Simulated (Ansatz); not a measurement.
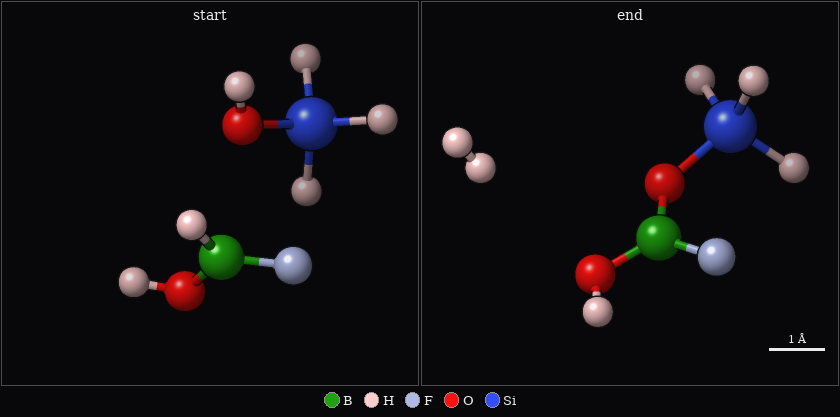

The two relaxed end points of a path for BSiH6O2F, made up at the start of BH₂OF and SiH4O. The picture is a ball-and-stick view, seen from a free direction.

The calculation used RHF/6-31G* (Ansatz 0.2.0).

Settings: 7 movable images; climbing image; force threshold 0.05 eV/Å; iteration limit 60.

Start:
```xyz
11

B     0.0000   -0.5050   -0.1883
H    -0.6278   -1.3346    0.3872
F     1.3001   -0.4212    0.0313
O    -0.5208    0.2900   -1.1356
H    -1.4576    0.2026   -1.2322
O    -0.4069    1.1467    1.9579
Si    0.7194    2.3534    2.1219
H     1.9812    1.8272    2.6758
H     0.9336    2.9236    0.7880
H     0.2216    3.3985    3.0403
H    -0.6176    0.6351    2.7266
```

End:
```xyz
11

B     0.1895    0.8405    0.0090
H    -1.9386   -2.1999    2.1955
F     1.3745    0.6968   -0.5879
O    -0.8674    0.1518   -0.4592
H    -0.6569   -0.3956   -1.2024
O     0.0658    1.6617    1.0590
Si    1.0846    2.6380    1.9174
H     2.1516    1.8362    2.5403
H     1.6854    3.6510    1.0329
H     0.2846    3.2967    2.9578
H    -1.8479   -1.6608    1.7105
```

Predict the minimum-energy path and its barrier.

Answer. The highest point, image 3, lies 200.0 kJ/mol above the start and 310.2 kJ/mol above the end; the end is at −110.2 kJ/mol relative to the start. Image 6 lies below both ends, at −112.6 kJ/mol, which points to an intermediate minimum that so few images don't resolve. Breaking: B1–H2 (1.19 → 1.40 at the top → 4.31 Å), O6–H11 (0.95 → 1.19 at the top → 3.89 Å). Forming: B1–O6 (2.74 → 1.56 at the top → 1.34 Å), H2–H11 (3.06 → 1.04 at the top → 0.73 Å). The band is converged. At the top, the vibrational analysis gives one imaginary mode (2027i cm⁻¹), as a transition state must have.

Energies of the converged images:

```json
{"image": "0", "path (Å)": "0.00", "E (kJ/mol)": "0.0"}
{"image": "1", "path (Å)": "0.77", "E (kJ/mol)": "4.0"}
{"image": "2", "path (Å)": "1.54", "E (kJ/mol)": "40.3"}
{"image": "3", "path (Å)": "2.30", "E (kJ/mol)": "200.0"}
{"image": "4", "path (Å)": "5.03", "E (kJ/mol)": "-112.3"}
{"image": "5", "path (Å)": "7.75", "E (kJ/mol)": "-111.4"}
{"image": "6", "path (Å)": "10.48", "E (kJ/mol)": "-112.6"}
{"image": "7", "path (Å)": "13.21", "E (kJ/mol)": "-109.4"}
{"image": "8", "path (Å)": "15.93", "E (kJ/mol)": "-110.2"}
```

The geometry at the top of the path:

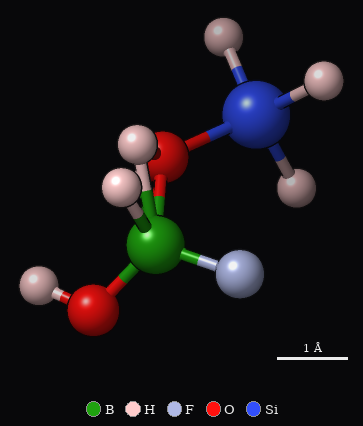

Limits of the set-up: the start holds two separate molecules, 2.7 Å apart at their closest, whose relative position is a soft coordinate and is computed without a dispersion correction; Hartree-Fock leaves out electron correlation.
